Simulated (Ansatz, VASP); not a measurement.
**KHgClF2: VASP beside Ansatz**

Aim: how closely do two programs agree when they are given the same cell, functional and k mesh? The cell is invented: As first built, before any earlier steps moved the atoms: it takes the KHgF3 structure with some of its atoms replaced by other elements, volume scaled by an estimate. It may not be a known or stable phase. The cell comes out of the VASP series on this material, whose earlier steps may have relaxed, scaled or displaced it; both programs get it as it stands.

Main program and level: Ansatz 0.2.0; plane waves, with VASP 6.6.1 beside it; single point at PBE, band structure at PBE and dielectric response at PBE.

## Step 1: The structure

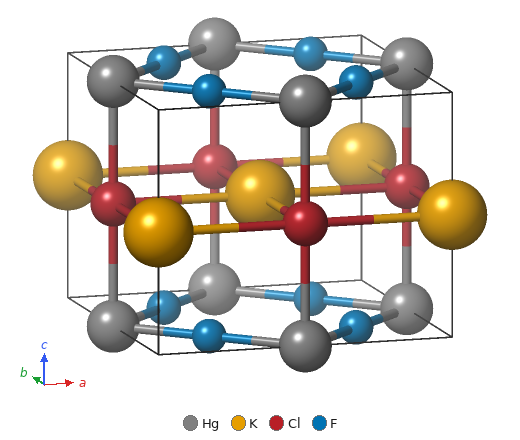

The starting structure, seen slightly off an axis (mercury grey, potassium orange, chlorine red, fluorine blue). This picture shows the conventional cell, with its axes. Some periodic images of atoms are drawn too.

## Step 2: Ansatz: single point, PBE

Ansatz runs on its default PAW (the set named soft_2) files.

With cell and atoms fixed, the geometry can't cause a difference; cores, projectors, grids and the points listed under the comparison can.

Input file input.yaml:

```yaml
crystal:
  lattice:
    - [3.2693219246, -3.2736209496, 0.0]
    - [3.2693219246, 3.2736209496, 0.0]
    - [0.0, 0.0, 5.3116904502]
  atoms:
    - { symbol: Hg, position: [0.5, 0.5, 0.0] }
    - { symbol: K, position: [0.0, 0.0, 0.5] }
    - { symbol: Cl, position: [0.5, 0.5, 0.5] }
    - { symbol: F, position: [0.5, 0.0, 0.0] }
    - { symbol: F, position: [0.0, 0.5, 0.0] }
hamiltonian:
  xc: pbe
  pseudopotentials: { kind: paw }
kpoints:
  mp_grid: { grid: [4, 4, 4] }
scf:
  occupations: { method: gaussian, width: 0.05 }
  n_extra_bands: 5
output:
  forces: true
  stress: true
  eigenvalues: true
  write_density: true
  write_potential: true
  elf: true
  volumetric_format: npy
```

Command:

```
> ansatz run input.yaml --threads 2 --pin off --max-ram 4608MiB --backend cpu --events-out ev --progress --plain --runs-dir out
```

Numbers of over 12 decimals in the logs are rounded to 6 here.

The program printed:

```text
scf.n_extra_bands = 5 over 25 filled bands (N_el = 50.0): the run solves 30 bands
Engine: ansatz 0.2.0, x86_64-unknown-linux-gnu
Pseudopotentials: kind: paw
Pseudopotential: Hg, paw, valence charge 20, recommended cutoff 420 eV (normal), Hg.paw.azcp
Pseudopotential: K, paw, valence charge 9, recommended cutoff 420 eV (normal), K.paw.azcp
Pseudopotential: Cl, paw, valence charge 7, recommended cutoff 420 eV (normal), Cl.paw.azcp
Pseudopotential: F, paw, valence charge 7, recommended cutoff 420 eV (normal), F.paw.azcp
Functional definition: PBE
  parameter kappa = 0.804
  parameter beta = 0.066725
  exchange = pbe_x(kappa = kappa, mu = beta*pi^2/3)
  correlation = pbe_c(beta = beta)
Crystal: 5 atoms, lattice volume = 113.697 Å³
Basis set: ecut = 420 eV, 2209 PW (Γ), exchange–correlation on 64×64×72 points (8 copies of the dense FFT grid, shifted against one another)
Bands: 30, of which v1, the nominal top of the filled ones, is band 25 counted from 1 (24 counted from 0)
Symmetry: 8 space group operations
Space group: Cmmm (ITA 65), of the structure as read, at distance tolerance 4.8e-5 Å
k-points: 21 of 64
Non-local potential: Hg, projectors of the file, l = 0: 3, l = 1: 2, l = 2: 2, l = 3: 1
Non-local potential: K, projectors of the file, l = 0: 3, l = 1: 2, l = 2: 2
Non-local potential: Cl, projectors of the file, l = 0: 2, l = 1: 2, l = 2: 2
Non-local potential: F, projectors of the file, l = 0: 2, l = 1: 2, l = 2: 1
PAW form: soft (Blöchl's): semilocal exchange-correlation on the pseudo side does not see the compensation charge
PAW one-centre angular grid: Hg, 590 points (default); XC on 64 Gauss nodes
PAW one-centre angular grid: K, 110 points (default); XC on 64 Gauss nodes
PAW one-centre angular grid: Cl, 110 points (default); XC on 64 Gauss nodes
PAW one-centre angular grid: F, 110 points (default); XC on 64 Gauss nodes
Initial density: superposition of atomic densities (neutral atoms: chi_scale 0, normalization atom), corrected by the library's trained network
Initial wavefunctions: pseudopotential atomic-orbital guess
Functional: x = pbe(κ = 0.804, μ = 0.219515), c = pbe(β = 0.066725)
SCF iter   1: F=—  HF=-18050.129408 eV  |F-HF|=—  |Δ(HF+E_count)|=         —  Δρ=1.18e-3  dr2=1.55e-3  ethr=1.77e-3  ⟨swp⟩=6.6  Hψ=2713  notcnv=0
preconditioner: auto → Resta (q_TF=auto, 2.379 Å⁻¹)  ε∞=3.7  [insulator: Δε(μ)=0.325 eV  Ē_g=13.354 eV  σ=0.050 eV  W_gap=1.00  n_scr=28 (ndim 8)  ℏωp=22.0 eV  f_vac=0.199  D(μ)=0.00/eV (n_scr^D=0)  ε∞_Penn≈3.7]
SCF iter   2: F=—  HF=-18050.131197 eV  |F-HF|=—  |Δ(HF+E_count)|=   1.79e-3  Δρ=7.34e-4  dr2=4.03e-4  ethr=3.10e-6  ⟨swp⟩=2.3  Hψ=1289  notcnv=0
SCF iter   3: F=—  HF=-18050.131201 eV  |F-HF|=—  |Δ(HF+E_count)|=   4.32e-6  Δρ=2.72e-4  dr2=1.02e-4  ethr=8.07e-7  ⟨swp⟩=2.0  Hψ=1019  notcnv=0
SCF iter   4: F=—  HF=-18050.131234 eV  |F-HF|=—  |Δ(HF+E_count)|=   3.33e-5  Δρ=1.29e-4  dr2=3.15e-5  ethr=2.05e-7  ⟨swp⟩=1.2  Hψ=633  notcnv=0
SCF iter   5: F=—  HF=-18050.131445 eV  |F-HF|=—  |Δ(HF+E_count)|=   2.11e-4  Δρ=3.88e-5  dr2=2.98e-6  ethr=6.31e-8  ⟨swp⟩=2.0  Hψ=899  notcnv=0
SCF iter   6: F=—  HF=-18050.131446 eV  |F-HF|=—  |Δ(HF+E_count)|=   7.16e-7  Δρ=1.52e-5  dr2=2.24e-7  ethr=5.96e-9  ⟨swp⟩=2.0  Hψ=924  notcnv=0
SCF iter   7: F=-18050.131446 eV  HF=-18050.131446 eV  |F-HF|=5.00e-9  |Δ(HF+E_count)|=   3.58e-8  Δρ=4.24e-6  dr2=1.20e-8  ethr=2.00e-10  ⟨swp⟩=11.6  Hψ=4207  notcnv=0
SCF 1 converged in 7 iterations: F = -18050.131446 eV  dr2 = 1.20e-8
  greatest PAW one-centre occupation: 1.000 electrons in one spin orbital (limit 2), on the Hg atom at site 0 (counted from 0), in its partial waves of l = 0
SCF converged after 7 iterations
Free energy (F): -18050.131446 eV
Harris-Foulkes:  -18050.131446 eV  (|F-HF|=5.00e-9)
Internal energy: -18050.131446 eV  (E = F + TS)
E sigma→0 (E₀):  -18050.131446 eV
Entropy (-TS):   -0.000000 eV (-0.000 meV/atom)
Fermi energy:    3.712679 eV
--- Per-component energies (eV) ---
  E_band       = -744.356075
  E_kinetic    = 1426.875522
  E_local      = -6073.473618  (includes V_loc(G=0)·N_el)
  E_nonlocal   = 264.237325
  E_hartree    = 2492.854185
  E_xc         = -620.048848
  E_vxc        = -750.636044  (∫ρ·V_xc dr)
  E_paw        = -11786.157144  (= ΣΔE_a)
  E_vpaw       = -597.079055  (= ΣTr[D̂ρ^β])
  E_aug_tail   = 0.005238  (compensation charges beyond the density's cutoff)
  E_ewald      = -3754.424105
  E_smearing   = -0.000000  (= −TS)
  E_closure    = 0.000000  (closes the sum)
  Σ components = -18050.131446   (vs F -18050.131446, Δ=0.00e0)
--- Forces (eV/Å), atoms counted from 1 ---
  atom   1  Hg     0.00000000     0.00000000     0.00000000
  atom   2  K      0.00000000    -0.00000000     0.00000000
  atom   3  Cl     0.00000000     0.00000000     0.00000000
  atom   4  F     -0.00000000     0.00000000     0.00000000
  atom   5  F      0.00000000     0.00000000     0.00000000
  max |Σ_I F_I| component: 2.22e-28 eV/Å
--- Stress (GPa, compression-positive) ---
       -0.219459       0.000000       0.000000
        0.000000      -0.256183      -0.000000
        0.000000      -0.000000      -0.042013
  P = ⅓ Tr σ = -0.1726 GPa (-1.726 kbar)
--- Band table (eV; the first three rows and the last of 21) ---
  k-point 0: bands = [... 21 lower, 1.6268, 1.7988, 1.7993, 1.8115, 3.8772, 9.0123, 9.9142, 11.4245, ... 1 higher]
  k-point 1: bands = [... 21 lower, 1.6209, 1.6252, 1.8754, 1.8760, 5.1506, 9.2274, 10.0691, 11.5967, ... 1 higher]
  k-point 2: bands = [... 21 lower, 1.6175, 1.6219, 1.9558, 1.9564, 6.8109, 9.2399, 10.2345, 11.5280, ... 1 higher]
  k-point 20: bands = [... 21 lower, 2.0430, 2.0434, 3.5149, 3.5446, 9.0975, 9.4477, 9.4514, 10.6408, ... 1 higher]
```

It took 2.9 s on 2 threads of Intel Xeon Platinum 8488C (Sapphire Rapids), shared host; peak memory 0.46 GiB.

The column dr2 measures how far the density is from self-consistency, as an energy; F and HF (Harris–Foulkes) agree once it is small.

The run ends at a pressure of -0.17 GPa.

## Step 3: VASP: single point, PBE

The same cell, functional, mesh and smearing now go to VASP, with its own data sets and cutoff.

Lines of VASP's logs that name or quote its potential files are left out, and so is its time.

Input file INCAR:

```
SYSTEM = KHgClF2
PREC = Accurate
ENCUT = 520
EDIFF = 1E-06
NELM = 100
ISMEAR = 0
SIGMA = 0.05
LREAL = .FALSE.
ALGO = Normal
GGA = PE
NBANDS = 27
LORBIT = 11
LWAVE = .FALSE.
LCHARG = .TRUE.
ISIF = 2
LELF = .TRUE.
LVHAR = .TRUE.
```

Input file POSCAR:

```
KHgClF2
1.0
    3.2693219246     -3.2736209496      0.0000000000
    3.2693219246      3.2736209496      0.0000000000
    0.0000000000      0.0000000000      5.3116904502
Hg K Cl F
1 1 1 2
Direct
    0.5000000000      0.5000000000      0.0000000000
    0.0000000000      0.0000000000      0.5000000000
    0.5000000000      0.5000000000      0.5000000000
    0.5000000000      0.0000000000      0.0000000000
    0.0000000000      0.5000000000      0.0000000000
```

Input file KPOINTS:

```
Automatic mesh
0
Gamma
4 4 4
0 0 0
```

PAW data sets: Hg, K_sv, Cl and F (PBE family, release 64).

Command:

```
> mpirun -np 2 vasp_std
```

The program printed:

```text
[banner, memory and clock lines left out]
running    2 mpi-ranks, on    1 nodes
 distrk:  each k-point on    2 cores,    1 groups
 distr:  one band on    1 cores,    2 groups

 POSCAR found type information on POSCAR HgK ClF
 POSCAR found :  4 types and       5 ions
 LDA part: xc-table for (Slater+PW92), standard interpolation
|                                                                             |
|           W    W    AA    RRRRR   N    N  II  N    N   GGGG   !!!           |
|           W    W   A  A   R    R  NN   N  II  NN   N  G    G  !!!           |
|           W    W  A    A  R    R  N N  N  II  N N  N  G       !!!           |
|           W WW W  AAAAAA  RRRRR   N  N N  II  N  N N  G  GGG   !            |
|           WW  WW  A    A  R   R   N   NN  II  N   NN  G    G                |
|           W    W  A    A  R    R  N    N  II  N    N   GGGG   !!!           |
|                                                                             |
|     The number of bands has been changed from the values supplied in        |
|     The orbitals not found in the WAVECAR file will be initialized with     |
|     random numbers, which is usually adequate. For correlated               |
|     calculations, however, you should redo the groundstate calculation.     |
|     I found NBANDS = 27. Now, NBANDS = 28.                                  |
|                                                                             |

 POSCAR, INCAR and KPOINTS ok, starting setup
 FFT: planning ... GRIDC
 FFT: planning ... GRID_SOFT
 FFT: planning ... GRID
 WAVECAR not read
 entering main loop
       N       E                     dE             d eps       ncg     rms          rms(c)
DAV:   1     0.348753053688E+03    0.34875E+03   -0.21296E+04  1176   0.138E+03
DAV:   2     0.714375441808E+01   -0.34161E+03   -0.33264E+03  1428   0.362E+02
DAV:   3    -0.164380388410E+02   -0.23582E+02   -0.23479E+02  1572   0.956E+01
DAV:   4    -0.173834894623E+02   -0.94545E+00   -0.94374E+00  1908   0.120E+01
DAV:   5    -0.173940372769E+02   -0.10548E-01   -0.10547E-01  1508   0.111E+00    0.119E+01
DAV:   6    -0.149854121766E+02    0.24086E+01   -0.92863E+00  1524   0.280E+01    0.914E+00
DAV:   7    -0.149192102612E+02    0.66202E-01   -0.94695E-01  1316   0.665E+00    0.616E+00
DAV:   8    -0.148748636113E+02    0.44347E-01   -0.22348E-01  1432   0.345E+00    0.634E-01
DAV:   9    -0.148704346484E+02    0.44290E-02   -0.45596E-02  1496   0.155E+00    0.262E-01
DAV:  10    -0.148708067945E+02   -0.37215E-03   -0.48067E-03  1404   0.534E-01    0.152E-01
DAV:  11    -0.148709874940E+02   -0.18070E-03   -0.32353E-04  1492   0.131E-01    0.729E-02
DAV:  12    -0.148711748255E+02   -0.18733E-03   -0.21633E-04  1344   0.107E-01    0.273E-02
DAV:  13    -0.148711768605E+02   -0.20350E-05   -0.18489E-05  1636   0.354E-02    0.110E-02
DAV:  14    -0.148711768215E+02    0.38953E-07   -0.22750E-06  1324   0.898E-03
   1 F= -.14871177E+02 E0= -.14871177E+02  d E =-.564664E-07
```

Parts of OUTCAR (step 3):

```text
ion  position               nearest neighbor table
   1  0.500  0.500  0.000-   4 2.31   5 2.31   4 2.31   5 2.31   3 2.66   3 2.66
   2  0.000  0.000  0.500-
   3  0.500  0.500  0.500-   1 2.66   1 2.66
   4  0.500  0.000  0.000-   1 2.31   1 2.31
   5  0.000  0.500  0.000-   1 2.31   1 2.31

  LATTYP: Found a base centered orthorhombic cell.
 ALAT       =     6.5386438492
 B/A-ratio  =     1.0013149592
 C/A-ratio  =     0.8123535358

 Subroutine GETGRP returns: Found  8 space group operations
 (whereof  8 operations were pure point group operations)

The static configuration has the point symmetry D_2h.

 Found     21 irreducible k-points:

   k-points           NKPTS =     21   k-points in BZ     NKDIM =     21   number of bands    NBANDS=     28

   dimension x,y,z NGX =    36 NGY =   36 NGZ =   40
   dimension x,y,z NGXF=    72 NGYF=   72 NGZF=   80

   ENCUT  =  520.0 eV  38.22 Ry    6.18 a.u.   8.60  8.60  9.88*2*pi/ulx,y,z

   NELECT =      42.0000    total number of electrons

 k-points in reciprocal lattice and weights: Automatic mesh
   0.00000000  0.00000000  0.00000000       0.016
   0.25000000  0.00000000  0.00000000       0.062
   0.50000000  0.00000000  0.00000000       0.031
   0.25000000  0.25000000  0.00000000       0.031
   0.50000000  0.25000000  0.00000000       0.062
  -0.25000000  0.25000000  0.00000000       0.031
   0.50000000  0.50000000  0.00000000       0.016
   0.00000000  0.00000000  0.25000000       0.031
   0.25000000  0.00000000  0.25000000       0.125
[...]
-0.25000000  0.25000000  0.50000000       0.031
   0.50000000  0.50000000  0.50000000       0.016

 average (electrostatic) potential at core
       1 -42.1529       2 -36.7893       3 -95.3785       4 -78.2886       5 -78.2886

 E-fermi :  -0.7425

 k-point     1 :       0.0000    0.0000    0.0000
  band No.  band energies     occupation
    ...
     17      -2.7947      2.00000
     18      -2.7905      2.00000
     19      -2.6375      2.00000
     20      -2.6370      2.00000
     21      -2.6083      2.00000
     22      -0.5869      0.00001
     23       4.5753      0.00000
     24       5.4878      0.00000
     25       6.9926      0.00000
     26       7.4390      0.00000
    ...

 k-point     2 :       0.2500    0.0000    0.0000
  band No.  band energies     occupation
    ...
     17      -2.8034      2.00000
     18      -2.7871      2.00000
     19      -2.7119      2.00000
     20      -2.6429      2.00000
     21      -2.6062      2.00000
     22       0.5859      0.00000
     23       5.1901      0.00000
     24       6.0340      0.00000
     25       7.0519      0.00000
     26       7.8110      0.00000
    ...

 k-point     3 :       0.5000    0.0000    0.0000
  band No.  band energies     occupation
    ...
     17      -2.8941      2.00000
     18      -2.7552      2.00000
     19      -2.7101      2.00000
     20      -2.6073      2.00000
     21      -2.5227      2.00000
     22       1.9035      0.00000
     23       5.3341      0.00000
     24       6.7922      0.00000
     25       7.6339      0.00000
     26       7.7779      0.00000
    ...

  Total        0.0039779     -0.0216741     -0.0002383      0.0000000      0.0000000      0.0000000
  in kB        0.0560546     -0.3054238     -0.0033579      0.0000000      0.0000000      0.0000000
  external PRESSURE =      -0.0842424 kB  Pullay stress =       0.0000000 kB

  energy-cutoff  :      520.00
  volume of cell :      113.70
      direct lattice vectors                 reciprocal lattice vectors
     3.269321925 -3.273620950  0.000000000     0.152936912 -0.152736070  0.000000000
     3.269321925  3.273620950  0.000000000     0.152936912  0.152736070  0.000000000
     0.000000000  0.000000000  5.311690450     0.000000000  0.000000000  0.188263983

 POSITION                                       TOTAL-FORCE (eV/Angst)
 -----------------------------------------------------------------------------------
      3.26932      0.00000      0.00000        -0.000000      0.000000      0.000000
      0.00000      0.00000      2.65585         0.000000      0.000000      0.000000
      3.26932      0.00000      2.65585        -0.000000     -0.000000      0.000000
      1.63466     -1.63681      0.00000         0.000000     -0.000000      0.000000
      1.63466      1.63681      0.00000         0.000000      0.000000      0.000000
 -----------------------------------------------------------------------------------
    total drift:                                0.000000      0.000000     -0.000000

  FREE ENERGIE OF THE ION-ELECTRON SYSTEM (eV)
  ---------------------------------------------------
  free  energy   TOTEN  =       -14.8711768215 eV

  energy  without entropy=      -14.8711767651  energy(sigma->0) =      -14.87117679

 total charge
# of ion       s       p       d       tot
------------------------------------------
    1        0.459   0.253   9.534  10.247
    2        1.950   5.575   0.012   7.538
    3        1.598   3.525   0.000   5.122
    4        1.739   4.291   0.000   6.030
    5        1.739   4.291   0.000   6.030
--------------------------------------------------
tot          7.486  17.935   9.546  34.968

[... 3 further parts left out ...]
```

The run ends at a pressure of -0.01 GPa.

## Step 4: Comparison

Known differences besides the PAW data sets themselves: the data sets hold 50 valence electrons in Ansatz (default PAW (the set named soft_2) files) and 42 in VASP; the cutoff is 420 eV in Ansatz and 520 eV in VASP; VASP leaves aspherical gradient terms in its spheres out (LASPH is not set), Ansatz keeps them. Total energies have different zeros and are not compared.

The two programs side by side:

| quantity | Ansatz | VASP | difference |
| --- | --- | --- | --- |
| pressure (GPa) | -0.17 | -0.01 | -0.16 |
| gap on the k mesh (eV) | 0.333 | 0.316 | +0.016 |

Ansatz's pressure holds a Pulay correction of 0.23 GPa; VASP's holds none.

[end of part 1 of 2]

[Lines on the potential files, build, host, timing and source positions are cut from VASP's logs without a mark.]

[Logs are printed without paths, hosts, clocks, repeated set-up lines and the standing remarks that a program may print on its own settings, such as how far it seeks lower states.]

[Hosts, paths, dates, database ids (printed as entryN), source tags and the programs' standing remarks are cut or masked in the printed files.]
